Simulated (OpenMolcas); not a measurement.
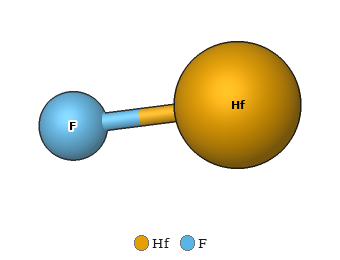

The molecule at the reference distance of 1.836 Å.

**HfF⁺: relativistic diatomic calculation (part 1 of 2)**

- system: HfF⁺.
- method: SA-CASSCF(8,9)/XMS-CASPT2 + RASSI spin-orbit (X2C scalar, AMFI), ANO-RCC-VDZP (OpenMolcas)

**Input**
```
&GATEWAY
Coord
2
angstrom
Hf 0.0 0.0 0.0
F 0.0 0.0 1.8360
Basis=ANO-RCC-VDZP
Group=XY
RX2C
AMFI
ANGMom
0.0 0.0 0.0
RICD
&SEWARD
&GUESSORB
&RASSCF
FileOrb=$CurrDir/o11.orb
Symmetry=1
Spin=1
nActEl=8 0 0
Inactive=20 16
RAS2=5 4
CIRoot=5 5 1
Linear
Iterations=120 100
OrbListing=Nothing
PRWF=0.15
>>COPY $Project.RasOrb $CurrDir/o11.orb
>>COPY $Project.rasscf.h5 $CurrDir/r11.h5
&CASPT2
XMultistate=all
Imaginary=0.2
IPEA=0.25
MaxIter=40
>>COPY $Project.JobMix JOB001
&RASSCF
CIOnly
FileOrb=$CurrDir/ref.orb
Symmetry=1
Spin=3
nActEl=8 0 0
Inactive=20 16
RAS2=5 4
CIRoot=4 4 1
Linear
Iterations=120 100
OrbListing=Nothing
PRWF=0.15
>>COPY $Project.RasOrb $CurrDir/o31.orb
>>COPY $Project.rasscf.h5 $CurrDir/r31.h5
&CASPT2
XMultistate=all
Imaginary=0.2
IPEA=0.25
MaxIter=40
>>COPY $Project.JobMix JOB002
&RASSCF
CIOnly
FileOrb=$CurrDir/ref.orb
Symmetry=2
Spin=3
nActEl=8 0 0
Inactive=20 16
RAS2=5 4
CIRoot=2 2 1
Linear
Iterations=120 100
OrbListing=Nothing
PRWF=0.15
>>COPY $Project.RasOrb $CurrDir/o32.orb
>>COPY $Project.rasscf.h5 $CurrDir/r32.h5
&CASPT2
XMultistate=all
Imaginary=0.2
IPEA=0.25
MaxIter=40
>>COPY $Project.JobMix JOB003
&RASSCF
CIOnly
FileOrb=$CurrDir/ref.orb
Symmetry=2
Spin=1
nActEl=8 0 0
Inactive=20 16
RAS2=5 4
CIRoot=2 2 1
Linear
Iterations=120 100
OrbListing=Nothing
PRWF=0.15
>>COPY $Project.RasOrb $CurrDir/o12.orb
>>COPY $Project.rasscf.h5 $CurrDir/r12.h5
&CASPT2
XMultistate=all
Imaginary=0.2
IPEA=0.25
MaxIter=40
>>COPY $Project.JobMix JOB004
&RASSI
Nr of JobIphs=4 5 4 2 2
1 2 3 4 5
1 2 3 4
1 2
1 2
SpinOrbit
EJob
Omega
MEES
MESO
Properties=4
'AngMom' 3 'Mltpl  1' 1 'Mltpl  1' 2 'Mltpl  1' 3
Thrs=1.0d-4
>>COPY $Project.rassi.h5 $CurrDir/so.h5
```

The first orbital files come from an earlier step.

Run as:
```bash
pymolcas m.inp (one call a module block, same work directory)
```

**Output (extracts)**
```
++    Wave function specifications:
      Number of closed shell electrons          72
      Number of electrons in active shells       8
      Number of inactive orbitals               36
      Number of active orbitals                  9
      Number of secondary orbitals              37
      Spin quantum number                      0.0
      State symmetry                             1
++    Orbital specifications:
      Symmetry species                           1   2
                                                 a   b
      Frozen orbitals                            0   0
      Inactive orbitals                         20  16
      Active orbitals                            5   4
      RAS2 orbitals                              5   4
      Secondary orbitals                        19  18
      Number of basis functions                 44  38
      printout of CI-coefficients larger than  0.15 for root  1
      energy=  -15174.282089
      conf/sym  11111 2222     Coeff  Weight
           565  20200 2200  -0.29428 0.08660
           895  20020 2200  -0.29428 0.08660
          2111  20002 2200   0.88684 0.78648
      printout of CI-coefficients larger than  0.15 for root  2
      energy=  -15174.232567
      conf/sym  11111 2222     Coeff  Weight
          1481  20u0d 2200   0.97884 0.95813
      printout of CI-coefficients larger than  0.15 for root  3
      energy=  -15174.232567
      conf/sym  11111 2222     Coeff  Weight
          1691  200ud 2200   0.97884 0.95813
      printout of CI-coefficients larger than  0.15 for root  4
      energy=  -15174.213785
      conf/sym  11111 2222     Coeff  Weight
           715  20ud0 2200  -0.96754 0.93613
      printout of CI-coefficients larger than  0.15 for root  5
      energy=  -15174.213785
      conf/sym  11111 2222     Coeff  Weight
           565  20200 2200   0.68415 0.46807
           715  20ud0 2200   0.15785 0.02492
           895  20020 2200  -0.68415 0.46807
      Natural orbitals and occupation numbers for root  1
      sym 1:   1.973770   0.026500   0.180411   0.180411   1.639092
      sym 2:   1.972605   1.972605   0.027303   0.027303
      Natural orbitals and occupation numbers for root  2
      sym 1:   1.974101   0.026105   0.999926   0.000123   0.999846
      sym 2:   1.972666   1.972666   0.027284   0.027284
      Natural orbitals and occupation numbers for root  3
      sym 1:   1.974101   0.026105   0.000123   0.999926   0.999846
      sym 2:   1.972666   1.972666   0.027284   0.027284
      Natural orbitals and occupation numbers for root  4
      sym 1:   1.974517   0.025657   0.999930   0.999930   0.000124
      sym 2:   1.972787   1.972787   0.027134   0.027134
      Natural orbitals and occupation numbers for root  5
      sym 1:   1.974517   0.025657   0.999929   0.999930   0.000124
      sym 2:   1.972787   1.972787   0.027134   0.027134
      RASSCF energy for state  5                 -15174.21378480
::    RASSCF root number  1 Total energy: -15174.28208922
::    RASSCF root number  2 Total energy: -15174.23256671
::    RASSCF root number  3 Total energy: -15174.23256671
::    RASSCF root number  4 Total energy: -15174.21378480
::    RASSCF root number  5 Total energy: -15174.21378480
      Von Neumann Entropy (Root   1) =  1.17127
++    Wave function specifications:
      Number of closed shell electrons          10
      Number of electrons in active shells       8
      Number of inactive orbitals                5
      Number of active orbitals                  9
      Number of secondary orbitals              37
      Spin quantum number                      0.0
      State symmetry                             1
      Number of CSFs                          2676
      Number of CASSCF root(s) available         5
      CASPT2 state passed to geometry opt.       5
      A file JOBMIX will be created
      This is a MULTI-STATE CASSCF reference
      Number of CI roots used                    5
      These are:                                 1   2   3   4   5
      Off-diagonal elements of Heff are computed
  FINAL CASPT2 RESULT:
      Reference energy:      -15174.2820892213
      E2 (Non-variational):      -0.3646756102
      Shift correction:          -0.0030645902
      E2 (Variational):          -0.3677402003
      Total energy:          -15174.6498294216
      Reference weight:           0.93806
  FINAL CASPT2 RESULT:
      Reference energy:      -15174.2325667120
      E2 (Non-variational):      -0.3638246084
      Shift correction:          -0.0018240900
      E2 (Variational):          -0.3656486985
      Total energy:          -15174.5982154105
      Reference weight:           0.94396
  FINAL CASPT2 RESULT:
      Reference energy:      -15174.2325667118
      E2 (Non-variational):      -0.3637492119
      Shift correction:          -0.0018242594
      E2 (Variational):          -0.3655734712
      Total energy:          -15174.5981401830
      Reference weight:           0.94398
  FINAL CASPT2 RESULT:
      Reference energy:      -15174.2137847999
      E2 (Non-variational):      -0.3566570638
      Shift correction:          -0.0003191512
      E2 (Variational):          -0.3569762150
      Total energy:          -15174.5707610149
      Reference weight:           0.95914
  FINAL CASPT2 RESULT:
      Reference energy:      -15174.2137847998
      E2 (Non-variational):      -0.3566411394
      Shift correction:          -0.0003190739
      E2 (Variational):          -0.3569602133
      Total energy:          -15174.5707450131
      Reference weight:           0.95915
       Total XMS-CASPT2 energies:
::    XMS-CASPT2 Root  1     Total energy: -15174.64982961
::    XMS-CASPT2 Root  2     Total energy: -15174.59821712
::    XMS-CASPT2 Root  3     Total energy: -15174.59813957
::    XMS-CASPT2 Root  4     Total energy: -15174.57076101
::    XMS-CASPT2 Root  5     Total energy: -15174.57074374
++    Wave function specifications:
      Number of closed shell electrons          72
      Number of electrons in active shells       8
      Number of inactive orbitals               36
      Number of active orbitals                  9
      Number of secondary orbitals              37
      Spin quantum number                      1.0
      State symmetry                             1
      printout of CI-coefficients larger than  0.15 for root  1
      energy=  -15174.290312
      conf/sym  11111 2222     Coeff  Weight
          2423  20u0u 2200  -0.96161 0.92470
          2639  200uu 2200  -0.18913 0.03577
      printout of CI-coefficients larger than  0.15 for root  2
      energy=  -15174.290312
      conf/sym  11111 2222     Coeff  Weight
          2423  20u0u 2200  -0.18913 0.03577
          2639  200uu 2200   0.96161 0.92470
      printout of CI-coefficients larger than  0.15 for root  3
      energy=  -15174.233459
      conf/sym  11111 2222     Coeff  Weight
          1991  20uu0 2200  -0.98018 0.96074
      printout of CI-coefficients larger than  0.15 for root  4
      energy=  -15173.875181
      conf/sym  11111 2222     Coeff  Weight
          2279  u0u20 2200   0.17702 0.03133
          3251  u0u02 2200  -0.80502 0.64805
          3323  u00u2 2200   0.47122 0.22205
      Natural orbitals and occupation numbers for root  1
      sym 1:   1.974034   0.026140   0.999974   0.000095   0.999934
      sym 2:   1.972621   1.972621   0.027291   0.027291
      Natural orbitals and occupation numbers for root  2
      sym 1:   1.974034   0.026140   0.000095   0.999974   0.999934
      sym 2:   1.972621   1.972621   0.027291   0.027291
      Natural orbitals and occupation numbers for root  3
      sym 1:   1.974381   0.025704   0.999915   0.999915   0.000210
      sym 2:   1.972697   1.972697   0.027240   0.027240
      Natural orbitals and occupation numbers for root  4
      sym 1:   0.996608   0.006886   0.999759   0.092521   1.905355
      sym 2:   1.982941   1.982941   0.016494   0.016494
      RASSCF energy for state  4                 -15173.87518075
::    RASSCF root number  1 Total energy: -15174.29031212
::    RASSCF root number  2 Total energy: -15174.29031212
::    RASSCF root number  3 Total energy: -15174.23345879
::    RASSCF root number  4 Total energy: -15173.87518075
      Von Neumann Entropy (Root   1) =  1.30940
++    Wave function specifications:
      Number of closed shell electrons          10
      Number of electrons in active shells       8
      Number of inactive orbitals                5
      Number of active orbitals                  9
      Number of secondary orbitals              37
      Spin quantum number                      1.0
      State symmetry                             1
      Number of CSFs                          3760
      Number of CASSCF root(s) available         4
      CASPT2 state passed to geometry opt.       4
      A file JOBMIX will be created
      This is a MULTI-STATE CASSCF reference
      Number of CI roots used                    4
      These are:                                 1   2   3   4
      Off-diagonal elements of Heff are computed
  FINAL CASPT2 RESULT:
      Reference energy:      -15174.2903121873
      E2 (Non-variational):      -0.3525947613
      Shift correction:          -0.0003934118
      E2 (Variational):          -0.3529881731
      Total energy:          -15174.6433003604
      Reference weight:           0.95875
  FINAL CASPT2 RESULT:
      Reference energy:      -15174.2903121872
      E2 (Non-variational):      -0.3527478431
      Shift correction:          -0.0004049870
      E2 (Variational):          -0.3531528301
      Total energy:          -15174.6434650173
      Reference weight:           0.95857
  FINAL CASPT2 RESULT:
      Reference energy:      -15174.2334588550
      E2 (Non-variational):      -0.3573085668
      Shift correction:          -0.0004029062
      E2 (Variational):          -0.3577114730
      Total energy:          -15174.5911703280
      Reference weight:           0.95813
  FINAL CASPT2 RESULT:
      Reference energy:      -15173.8751808122
      E2 (Non-variational):      -0.3815938237
      Shift correction:          -0.0053031532
      E2 (Variational):          -0.3868969769
      Total energy:          -15174.2620777891
      Reference weight:           0.91387
       Total XMS-CASPT2 energies:
::    XMS-CASPT2 Root  1     Total energy: -15174.64347348
::    XMS-CASPT2 Root  2     Total energy: -15174.64329726
::    XMS-CASPT2 Root  3     Total energy: -15174.59117019
::    XMS-CASPT2 Root  4     Total energy: -15174.26207256
++    Wave function specifications:
      Number of closed shell electrons          72
      Number of electrons in active shells       8
      Number of inactive orbitals               36
      Number of active orbitals                  9
      Number of secondary orbitals              37
      Spin quantum number                      1.0
      State symmetry                             2
      printout of CI-coefficients larger than  0.15 for root  1
      energy=  -15173.957197
      conf/sym  11111 2222     Coeff  Weight
          1569  20u02 2u00  -0.62073 0.38530
          1714  200u2 u200   0.62076 0.38535
          2218  20uuu d200   0.32760 0.10732
      printout of CI-coefficients larger than  0.15 for root  2
      energy=  -15173.957197
      conf/sym  11111 2222     Coeff  Weight
          1570  20u02 u200  -0.62073 0.38530
          1713  200u2 2u00  -0.62076 0.38535
          2217  20uuu 2d00   0.32760 0.10732
      Natural orbitals and occupation numbers for root  1
      sym 1:   1.984554   0.015394   0.592021   0.592070   1.814622
      sym 2:   1.430350   1.548039   0.010834   0.012117
      Natural orbitals and occupation numbers for root  2
      sym 1:   1.984554   0.015394   0.592021   0.592070   1.814622
      sym 2:   1.548039   1.430350   0.012117   0.010834
      RASSCF energy for state  2                 -15173.95719672
::    RASSCF root number  1 Total energy: -15173.95719672
::    RASSCF root number  2 Total energy: -15173.95719672
      Von Neumann Entropy (Root   1) =  1.94957
++    Wave function specifications:
      Number of closed shell electrons          10
      Number of electrons in active shells       8
      Number of inactive orbitals                5
      Number of active orbitals                  9
      Number of secondary orbitals              37
      Spin quantum number                      1.0
      State symmetry                             2
      Number of CSFs                          3800
      Number of CASSCF root(s) available         2
      CASPT2 state passed to geometry opt.       2
      A file JOBMIX will be created
      This is a MULTI-STATE CASSCF reference
      Number of CI roots used                    2
      These are:                                 1   2
      Off-diagonal elements of Heff are computed
  FINAL CASPT2 RESULT:
      Reference energy:      -15173.9571967873
      E2 (Non-variational):      -0.3732511682
      Shift correction:          -0.0028566189
      E2 (Variational):          -0.3761077871
      Total energy:          -15174.3333045744
      Reference weight:           0.92937
  FINAL CASPT2 RESULT:
      Reference energy:      -15173.9571967872
      E2 (Non-variational):      -0.3732129383
      Shift correction:          -0.0028561775
      E2 (Variational):          -0.3760691158
      Total energy:          -15174.3332659031
      Reference weight:           0.92938
       Total XMS-CASPT2 energies:
::    XMS-CASPT2 Root  1     Total energy: -15174.33330509
::    XMS-CASPT2 Root  2     Total energy: -15174.33326539
++    Wave function specifications:
      Number of closed shell electrons          72
      Number of electrons in active shells       8
      Number of inactive orbitals               36
      Number of active orbitals                  9
      Number of secondary orbitals              37
      Spin quantum number                      0.0
      State symmetry                             2
      printout of CI-coefficients larger than  0.15 for root  1
      energy=  -15173.956856
      conf/sym  11111 2222     Coeff  Weight
          1417  20u02 2d00  -0.29690 0.08815
          1418  20u02 d200  -0.59041 0.34859
          1657  200u2 2d00   0.59025 0.34840
          1658  200u2 d200  -0.29669 0.08802
      printout of CI-coefficients larger than  0.15 for root  2
      energy=  -15173.956856
      conf/sym  11111 2222     Coeff  Weight
          1417  20u02 2d00  -0.59041 0.34859
          1418  20u02 d200   0.29690 0.08815
          1657  200u2 2d00  -0.29669 0.08802
          1658  200u2 d200  -0.59025 0.34840
      Natural orbitals and occupation numbers for root  1
      sym 1:   1.984515   0.015874   0.536813   0.536430   1.925359
      sym 2:   1.488620   1.489025   0.011680   0.011684
      Natural orbitals and occupation numbers for root  2
      sym 1:   1.984515   0.015874   0.536813   0.536430   1.925359
      sym 2:   1.489025   1.488620   0.011684   0.011680
      RASSCF energy for state  2                 -15173.95685575
::    RASSCF root number  1 Total energy: -15173.95685575
::    RASSCF root number  2 Total energy: -15173.95685575
      Von Neumann Entropy (Root   1) =  1.85851
++    Wave function specifications:
      Number of closed shell electrons          10
      Number of electrons in active shells       8
      Number of inactive orbitals                5
      Number of active orbitals                  9
      Number of secondary orbitals              37
      Spin quantum number                      0.0
      State symmetry                             2
      Number of CSFs                          2616
      Number of CASSCF root(s) available         2
      CASPT2 state passed to geometry opt.       2
      A file JOBMIX will be created
      This is a MULTI-STATE CASSCF reference
      Number of CI roots used                    2
      These are:                                 1   2
      Off-diagonal elements of HefSPIN-FREE ENERGIES:
  (Shifted by EMIN (a.u.) =     -15174.6498296079)
 SF State       Relative EMIN(au)   Rel lowest level(eV)    D:o, cm**(-1)      Abs_M
     1             0.0000000000        0.0000000000              0.0000         0.0
     6             0.0063561236        0.1729589341           1395.0079         2.0
     7             0.0065323472        0.1777542218           1433.6845         2.0
     2             0.0516124898        1.4044473950          11327.6322         2.0
     3             0.0516900404        1.4065576548          11344.6526         2.0
     8             0.0586594219        1.5962041869          12874.2550         0.0
     4             0.0790685943        2.1515660587          17353.5506         4.0
     5             0.0790858720        2.1520362094          17357.3426         4.0
    12             0.3157767087        8.5927219884          69304.9767         3.0
    13             0.3157908056        8.5931055841          69308.0706         3.0
    10             0.3165245185        8.6130709290          69469.1020         1.0
    11             0.3165642199        8.6141512589          69477.8155         1.0
     9             0.3877570442       10.5514066995          85102.8343         0.0
```

(Continued in part 2.) Outcome of the run: converged; components of a degenerate state are split by 39 cm⁻¹; the ground state isn't settled.
